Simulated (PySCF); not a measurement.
# C3H5BF2Si: NMR shielding calculation

The run: NMR shielding calculation of C3H5BF2Si. Method and program: GIAO PBE0/pcSseg-1 NMR shielding, non-relativistic, gas phase (PySCF 2.14.0).

The geometry comes from this level: GFN2-xTB. It belongs to a series of runs on one base structure; here: H on C replaced by BF2. Figures and captions count atoms from 1; the log counts them from 0 in places.

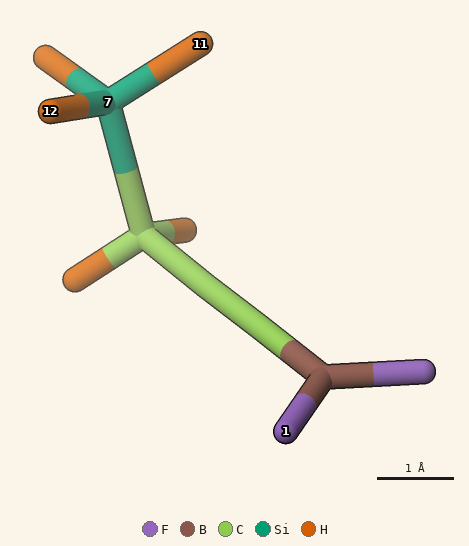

Figure 1. The structure as given in the input (stick view, seen at a tilt; atoms are numbered from 1 in the order of the input).

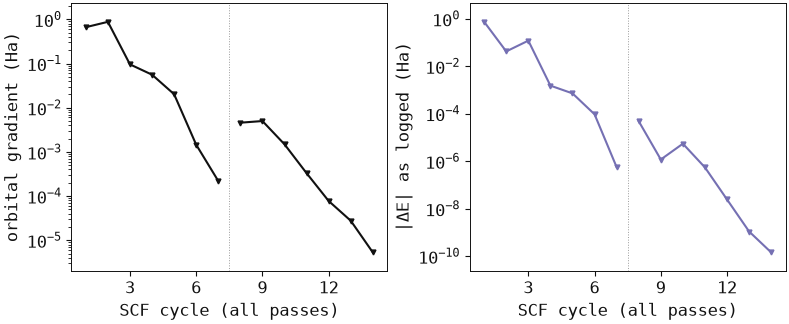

Figure 2. Convergence of the self-consistent field: orbital gradient and size of the energy change against the SCF cycle. The dotted line marks the change from a coarse to the final integration grid. The first 7 cycles use a coarse grid, the final grid takes over at cycle 8, and the field converges after 14 cycles in all.

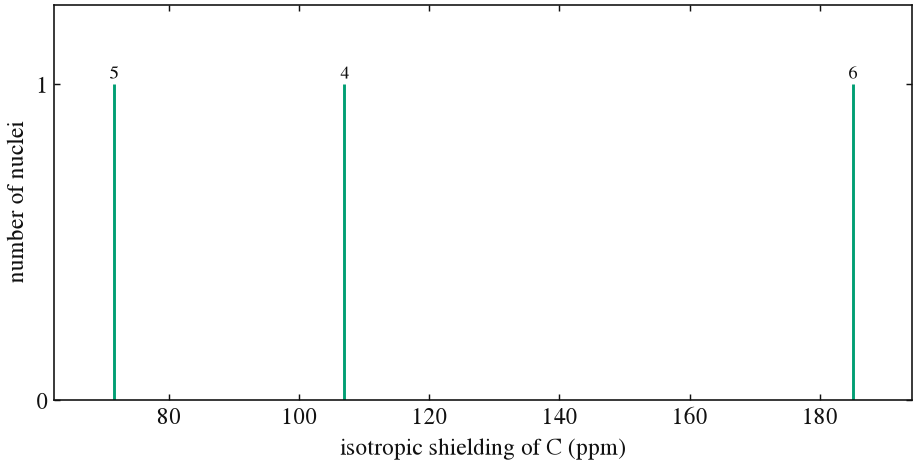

Figure 3. Isotropic shieldings of the carbon nuclei in this fixed geometry, labelled by atom number; shielding grows to the right, so chemical shift grows to the left. The least shielded is C5 (71.5 ppm), the most shielded C6 (185.0 ppm).

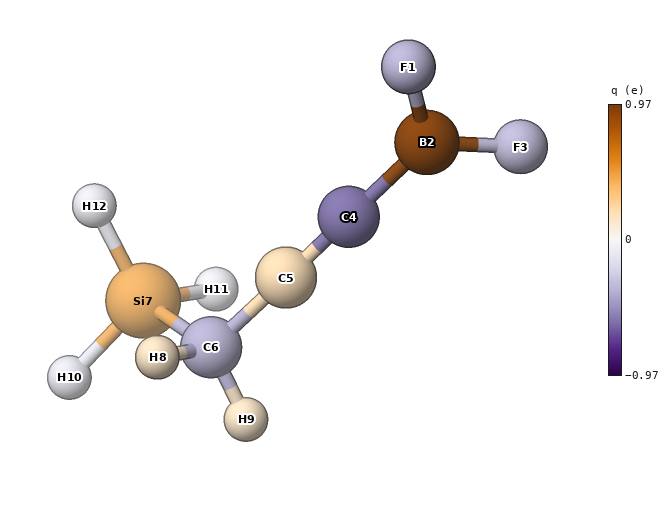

Figure 4. ESP-fitted charges, as the colour of each atom (ball-and-stick view, seen at a tilt; atoms are numbered from 1 in the order of the input). By element: F −0.33, B +0.93, C −0.59 to +0.20, Si +0.46 and H −0.11 to +0.16 e.

These pictures come from the run below.

**Input file**
```
{"job": {"kind": "nmr", "xc": "PBE0", "basis": "pcSseg-1"}, "charge": 0, "multiplicity": 1}
F      3.426484     0.845720     1.792631
B      2.876285     0.843033     0.589247
F      3.570609     1.502414    -0.324214
C      1.576791     0.154630     0.287617
C      0.539252    -0.416128     0.040166
C     -0.708273    -1.051663    -0.241545
Si    -2.171080     0.156315     0.069359
H     -0.817524    -1.931477     0.395003
H     -0.719371    -1.382497    -1.281565
H     -3.390329    -0.586073    -0.259876
H     -2.017846     1.316806    -0.805215
H     -2.163800     0.548234     1.477084
```

The first line tells a small driver script what to run in PySCF; the rest is the geometry in Å.

Command:
```bash
OMP_NUM_THREADS=1 python <driver script> task.json out
```

**Output**
```
coarse grid: 11240 points
cycle   1  E = -630.7655122142  dE =  7.369e-01  |g| = 6.632e-01  |ddm| = 3.772e+00
cycle   2  E = -630.7236770496  dE =  4.184e-02  |g| = 8.766e-01  |ddm| = 8.989e-01
cycle   3  E = -630.8425373286  dE = -1.189e-01  |g| = 9.553e-02  |ddm| = 4.628e-01
cycle   4  E = -630.8440502877  dE = -1.513e-03  |g| = 5.579e-02  |ddm| = 1.167e-01
cycle   5  E = -630.8447641808  dE = -7.139e-04  |g| = 2.017e-02  |ddm| = 4.896e-02
cycle   6  E = -630.8448578626  dE = -9.368e-05  |g| = 1.451e-03  |ddm| = 1.609e-02
cycle   7  E = -630.8448584196  dE = -5.570e-07  |g| = 2.195e-04  |ddm| = 2.061e-03
final grid: 106832 points
cycle   8  E = -630.8949680508  dE = -4.795e-05  |g| = 4.577e-03  |ddm| = 2.944e-02
cycle   9  E = -630.8949668832  dE =  1.168e-06  |g| = 4.988e-03  |ddm| = 8.286e-03
cycle  10  E = -630.8949722976  dE = -5.414e-06  |g| = 1.483e-03  |ddm| = 4.447e-03
cycle  11  E = -630.8949728383  dE = -5.408e-07  |g| = 3.292e-04  |ddm| = 1.280e-03
cycle  12  E = -630.8949728625  dE = -2.416e-08  |g| = 7.736e-05  |ddm| = 2.374e-04
cycle  13  E = -630.8949728636  dE = -1.082e-09  |g| = 2.766e-05  |ddm| = 8.470e-05
cycle  14  E = -630.8949728637  dE = -1.421e-10  |g| = 5.304e-06  |ddm| = 2.148e-05
converged SCF energy = -630.8949728637

GIAO shielding tensors (ppm)
atom      isotropic    diamagn.    paramagn.     s11        s22        s33       span
  0 F      245.894     467.220    -221.326     67.857    302.838    366.987    299.130
  1 B       84.563     196.612    -112.049     72.897     86.935     93.855     20.958
  2 F      245.966     467.924    -221.958     67.939    302.973    366.987    299.049
  3 C      106.936     260.283    -153.348     20.298     36.681    263.828    243.530
  4 C       71.497     270.210    -198.713    -39.366     -5.198    259.054    298.420
  5 C      185.049     254.416     -69.367    175.030    176.051    204.066     29.036
  6 Si     415.996     878.998    -463.002    388.326    404.750    454.912     66.587
  7 H       29.746      29.008       0.738     24.529     28.183     36.526     11.996
  8 H       29.744      29.531       0.213     24.499     28.195     36.537     12.038
  9 H       27.666      27.976      -0.311     24.411     25.291     33.296      8.885
 10 H       27.667      28.913      -1.246     24.460     26.183     32.359      7.900
 11 H       27.661      28.790      -1.129     24.452     26.159     32.371      7.919
```

**Key numbers**

```csv
quantity,value
outcome,converged
total energy,−630.894973 hartree
HOMO,−8.14 eV
LUMO,−1.14 eV
dipole moment,3.70 D
"isotropic shielding, F",245.9 to 246.0 ppm
"isotropic shielding, B",84.6 ppm
"isotropic shielding, C",71.5 to 185.0 ppm
"isotropic shielding, Si",416.0 ppm
"isotropic shielding, H",27.7 to 29.7 ppm
hardware,"1 CPU thread, shared host"
wall time,47 s
peak memory,0.71 GiB
```
